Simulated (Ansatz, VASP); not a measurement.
## PbC in two plane-wave programs

One calculation is typed for both programs; each brings its own data sets and cutoff. How far apart do they land? The cell is generated by rule, not measured, and may not be a known phase. The cell comes out of the VASP series on this material, whose earlier steps may have relaxed, scaled or displaced it; both programs get it as it stands.

Main program and level: Ansatz 0.2.0; plane waves, with VASP 6.6.1 beside it; band structure at HSE06.

The structure was built from a prototype and need not be the compound's stable phase.

### 1. The starting structure

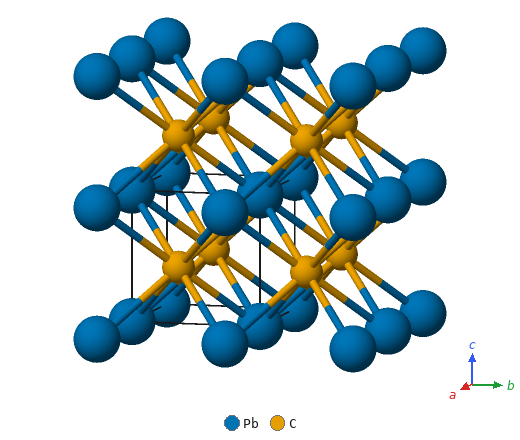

The cell as given, slightly off an axis (lead blue, carbon orange). 2×2×2 cells are drawn. Some periodic images of atoms are drawn too.

Structure file:

```
Pb C
1.0
     3.38270    0.00000    0.00000
     0.00000    3.38270    0.00000
     0.00000    0.00000    3.38270
Pb C
1 1
Direct
  0.00000 0.00000 0.00000
  0.50000 0.50000 0.50000
```

### 2. VASP: band structure, HSE06

The same path points are solved in both programs, so levels can be compared one by one.

Lines of VASP's logs that name or quote its potential files are left out, and so is its time.

Input file INCAR:

```
SYSTEM = PbC
PREC = Accurate
ENCUT = 520
EDIFF = 1E-06
NELM = 100
ISMEAR = 0
SIGMA = 0.02
LREAL = .FALSE.
ALGO = Normal
LHFCALC = .TRUE.
AEXX = 0.25
GGA = PE
HFSCREEN = 0.2
LASPH = .TRUE.
NBANDS = 15
PRECFOCK = Fast
LORBIT = 11
LWAVE = .FALSE.
LCHARG = .FALSE.
KPAR = 4
ISIF = 2
```

Input file POSCAR:

```
PbC
1.0
    3.3827000000      0.0000000000      0.0000000000
    0.0000000000      3.3827000000      0.0000000000
    0.0000000000      0.0000000000      3.3827000000
Pb C
1 1
Direct
    0.0000000000      0.0000000000      0.0000000000
    0.5000000000      0.5000000000      0.5000000000
```

Input file KPOINTS:

```
Automatic mesh
0
Gamma
4 4 4
0 0 0
```

Input file KPOINTS_OPT:

```
Line mode
8
Line-mode
Reciprocal
  0.00000000   0.00000000   0.00000000 GAMMA
  0.00000000   0.50000000   0.00000000 X

  0.00000000   0.50000000   0.00000000 X
  0.50000000   0.50000000   0.00000000 M

  0.50000000   0.50000000   0.00000000 M
  0.00000000   0.00000000   0.00000000 GAMMA

  0.00000000   0.00000000   0.00000000 GAMMA
  0.50000000   0.50000000   0.50000000 R

  0.50000000   0.50000000   0.50000000 R
  0.00000000   0.50000000   0.00000000 X

  0.50000000   0.50000000   0.00000000 M
  0.50000000   0.50000000   0.50000000 R
```

The projector-augmented-wave data sets are Pb_d and C (PBE family, release 64).

On the command line:

```sh
mpirun -np 4 vasp_std
```

Numbers of over 12 decimals in the logs are rounded to 6 here.

Log:

```text
[banner, memory and clock lines left out]
running    4 mpi-ranks, on    1 nodes
 distrk:  each k-point on    1 cores,    4 groups
 distr:  one band on    1 cores,    1 groups

 POSCAR found type information on POSCAR PbC
 POSCAR found :  2 types and       2 ions
 LDA part: xc-table for (Slater+PW92), standard interpolation
 found WAVECAR, reading the header
 POSCAR, INCAR and KPOINTS ok, starting setup
 FFT: planning ... GRIDC
 FFT: planning ... GRID_SOFT
 FFT: planning ... GRID
 reading WAVECAR
 the WAVECAR file was read successfully
 initial charge from wavefunction
 entering main loop
       N       E                     dE             d eps       ncg     rms          rms(c)
DAV:   1    -0.949921342320E+01   -0.94992E+01   -0.54871E-01   342   0.846E+00    0.820E-01
DAV:   2    -0.948073060874E+01    0.18483E-01   -0.41691E-02   373   0.190E+00    0.328E-01
DAV:   3    -0.948324816074E+01   -0.25176E-02   -0.18577E-02   364   0.943E-01    0.327E-01
DAV:   4    -0.948350102224E+01   -0.25286E-03   -0.51350E-03   388   0.637E-01    0.226E-01
DAV:   5    -0.948158281116E+01    0.19182E-02   -0.71925E-03   420   0.478E-01    0.924E-02
DAV:   6    -0.948282624105E+01   -0.12434E-02   -0.64040E-04   314   0.239E-01    0.233E-01
DAV:   7    -0.948257091416E+01    0.25533E-03   -0.41946E-03   380   0.554E-01    0.165E-01
DAV:   8    -0.948174104963E+01    0.82986E-03   -0.46307E-03   403   0.400E-01    0.569E-02
DAV:   9    -0.948232268595E+01   -0.58164E-03   -0.29155E-04   328   0.166E-01    0.181E-01
DAV:  10    -0.948217745189E+01    0.14523E-03   -0.24537E-03   388   0.415E-01    0.230E-01
DAV:  11    -0.948080354652E+01    0.13739E-02   -0.55336E-03   396   0.467E-01    0.117E-01
DAV:  12    -0.948175800994E+01   -0.95446E-03   -0.15829E-03   400   0.201E-01    0.715E-02
DAV:  13    -0.948305196164E+01   -0.12940E-02   -0.82990E-04   406   0.108E-01    0.346E-02
DAV:  14    -0.948417498748E+01   -0.11230E-02   -0.10425E-03   409   0.616E-02    0.203E-02
[...]
DAV:  30    -0.948426175445E+01   -0.27457E-04   -0.96308E-08   213   0.200E-03    0.193E-03
DAV:  31    -0.948428940365E+01   -0.27649E-04   -0.36371E-08   213   0.158E-03    0.109E-03
DAV:  32    -0.948431326881E+01   -0.23865E-04   -0.52975E-08   213   0.115E-03    0.436E-04
DAV:  33    -0.948433155298E+01   -0.18284E-04   -0.67642E-08   213   0.803E-04    0.574E-05
DAV:  34    -0.948434391976E+01   -0.12367E-04   -0.63294E-08   213   0.513E-04    0.297E-04
DAV:  35    -0.948435102498E+01   -0.71052E-05   -0.46401E-08   213   0.354E-04    0.417E-04
DAV:  36    -0.948435399168E+01   -0.29667E-05   -0.27428E-08   213   0.284E-04    0.433E-04
DAV:  37    -0.948435405159E+01   -0.59911E-07   -0.13070E-08   192   0.250E-04
   1 F= -.94843541E+01 E0= -.94838696E+01  d E =-.968853E-03
 Start KPOINTS_OPT (optional k-point list driver)
k-point batch [1-10\48]
       N       E                     dE             ncg
DAV:   1     0.572762225139E+03   -0.22946E+04      300
DAV:   2    -0.103562182416E+04   -0.16084E+04      321
DAV:   3    -0.114127347231E+04   -0.10565E+03      356
DAV:   4    -0.114507592703E+04   -0.38025E+01      321
DAV:   5    -0.114519691384E+04   -0.12099E+00      401
DAV:   6    -0.114520235136E+04   -0.54375E-02      404
DAV:   7    -0.114520244353E+04   -0.92170E-04      402
DAV:   8    -0.114520244437E+04   -0.84085E-06      241
[...]
k-point batch [41-48\48]
       N       E                     dE             ncg
DAV:   1     0.129446989173E+04   -0.58550E+04      247
DAV:   2     0.183265247174E+03   -0.11112E+04      268
DAV:   3     0.114417287056E+03   -0.68848E+02      296
DAV:   4     0.112521082964E+03   -0.18962E+01      298
DAV:   5     0.112464372893E+03   -0.56710E-01      371
DAV:   6     0.112463503935E+03   -0.86896E-03      362
DAV:   7     0.112463494825E+03   -0.91104E-05      347
DAV:   8     0.112463494715E+03   -0.11007E-06      281
```

OUTCAR, selected parts (step 2):

```text
ion  position               nearest neighbor table
   1  0.000  0.000  0.000-   2 2.93   2 2.93   2 2.93   2 2.93   2 2.93   2 2.93   2 2.93   2 2.93

  LATTYP: Found a simple cubic cell.
 ALAT       =     3.3827000000

 Subroutine GETGRP returns: Found 48 space group operations
 (whereof 48 operations were pure point group operations)

The static configuration has the point symmetry O_h .

 Found     10 irreducible k-points:

   k-points           NKPTS =     10   k-points in BZ     NKDIM =     64   number of bands    NBANDS=     15

   dimension x,y,z NGX =    28 NGY =   28 NGZ =   28
   dimension x,y,z NGXF=    56 NGYF=   56 NGZF=   56

   ENCUT  =  520.0 eV  38.22 Ry    6.18 a.u.   6.29  6.29  6.29*2*pi/ulx,y,z

   NELECT =      18.0000    total number of electrons

 k-points in reciprocal lattice and weights: Automatic mesh
   0.00000000  0.00000000  0.00000000       0.016
   0.25000000  0.00000000  0.00000000       0.094
   0.50000000  0.00000000  0.00000000       0.047
   0.25000000  0.25000000  0.00000000       0.188
   0.50000000  0.25000000  0.00000000       0.188
   0.50000000  0.50000000  0.00000000       0.047
   0.25000000  0.25000000  0.25000000       0.125
   0.50000000  0.25000000  0.25000000       0.188
   0.50000000  0.50000000  0.25000000       0.094
   0.50000000  0.50000000  0.50000000       0.016

  exchange ACFDT corr.  =         0.00000000  see jH, gK, PRB 81, 115126

 average (electrostatic) potential at core
       1 -85.0802       2 -46.0083

 E-fermi :   6.3275

 k-point     1 :       0.0000    0.0000    0.0000
  band No.  band energies     occupation
    ...
      6      -8.0095      2.00000
      7       0.7861      2.00000
      8       5.5780      2.00000
      9       5.6494      2.00000
     10       5.7840      2.00000
     11      14.3338      0.00000
     12      14.3339      0.00000
     13      15.2182      0.00000
     14      15.2338      0.00000
     15      15.2439      0.00000

 k-point     2 :       0.2500    0.0000    0.0000
  band No.  band energies     occupation
    ...
      5     -12.2006      2.00000
      6      -7.1537      2.00000
      7      -1.0689      2.00000
      8       5.9297      2.00000
      9       6.3214      1.33240
     10       6.4419      0.00000
     11      11.4082      0.00000
     12      14.0863      0.00000
     13      14.0992      0.00000
     14      14.8822      0.00000
    ...

 k-point     3 :       0.5000    0.0000    0.0000
  band No.  band energies     occupation
    ...
      3     -12.3267      2.00000
      4     -12.3185      2.00000
      5     -12.1954      2.00000
      6      -5.1751      2.00000
      7      -3.9469      2.00000
      8       7.2488      0.00000
      9       7.3442      0.00000
     10       7.6476      0.00000
     11       8.1025      0.00000
     12      12.6698      0.00000
    ...

  Total       -1.9898535     -1.9898535     -1.9898535     -0.0000000     -0.0000000      0.0000000
  in kB      -82.3647218    -82.3647218    -82.3647218     -0.0000000     -0.0000000      0.0000000
  external PRESSURE =     -82.3647218 kB  Pullay stress =       0.0000000 kB

  energy-cutoff  :      520.00
  volume of cell :       38.71
      direct lattice vectors                 reciprocal lattice vectors
     3.382700000  0.000000000  0.000000000     0.295621841  0.000000000  0.000000000
     0.000000000  3.382700000  0.000000000     0.000000000  0.295621841  0.000000000
     0.000000000  0.000000000  3.382700000     0.000000000  0.000000000  0.295621841

 POSITION                                       TOTAL-FORCE (eV/Angst)
 -----------------------------------------------------------------------------------
      0.00000      0.00000      0.00000         0.000000      0.000000      0.000000
      1.69135      1.69135      1.69135         0.000000      0.000000      0.000000
 -----------------------------------------------------------------------------------
    total drift:                                0.000000      0.000000      0.000000

  FREE ENERGIE OF THE ION-ELECTRON SYSTEM (eV)
  ---------------------------------------------------
  free  energy   TOTEN  =        -9.4843540516 eV

  energy  without entropy=       -9.4833851990  energy(sigma->0) =       -9.48386963

 total charge
# of ion       s       p       d       tot
------------------------------------------
    1        1.439   0.569   9.852  11.861
    2        1.010   1.036   0.000   2.046
--------------------------------------------------
tot          2.449   1.606   9.852  13.907

[... 3 further parts left out ...]
```

The run ends at a pressure of -8.24 GPa.

(Continued in part 2 of 2.)

[Lines on the potential files, build, host, timing and source positions are cut from VASP's logs without a mark.]

[Logs are printed without paths, hosts, clocks, repeated set-up lines and the standing remarks that a program may print on its own settings, such as how far it seeks lower states.]

[Hosts, paths, dates, database ids (printed as entryN), source tags and the programs' standing remarks are cut or masked in the printed files.]
